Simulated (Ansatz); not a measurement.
```json
{"atom": "Ga", "x (Å)": "-0.1383", "y (Å)": "-0.4784", "z (Å)": "-0.1891"}
{"atom": "O", "x (Å)": "-0.4803", "y (Å)": "0.4448", "z (Å)": "1.3414"}
{"atom": "H", "x (Å)": "-1.2095", "y (Å)": "0.1218", "z (Å)": "1.8873"}
{"atom": "H", "x (Å)": "1.0467", "y (Å)": "0.1285", "z (Å)": "-0.9905"}
{"atom": "H", "x (Å)": "-1.0689", "y (Å)": "-1.7093", "z (Å)": "-0.4492"}
{"atom": "Cl", "x (Å)": "0.8573", "y (Å)": "3.0048", "z (Å)": "2.2925"}
{"atom": "H", "x (Å)": "0.2572", "y (Å)": "1.8810", "z (Å)": "1.9045"}
```

Theory: RKS B3LYP-D4/def2-mTZVP in Ansatz.

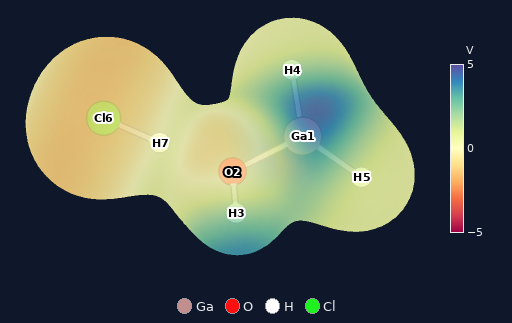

GaH3O···HCl. The electrostatic potential painted on the density surface at 0.004 e/bohr³, seen at a tilt; the colour scale runs from red (negative) to blue (positive).

**Which sites attract a positive test charge, and which a negative one?**

A positive charge is drawn to the negative regions and a negative charge to the positive ones. The most negative region (about −1.3 V) lies over Cl6, the most positive (about +4.4 V) over Ga1.
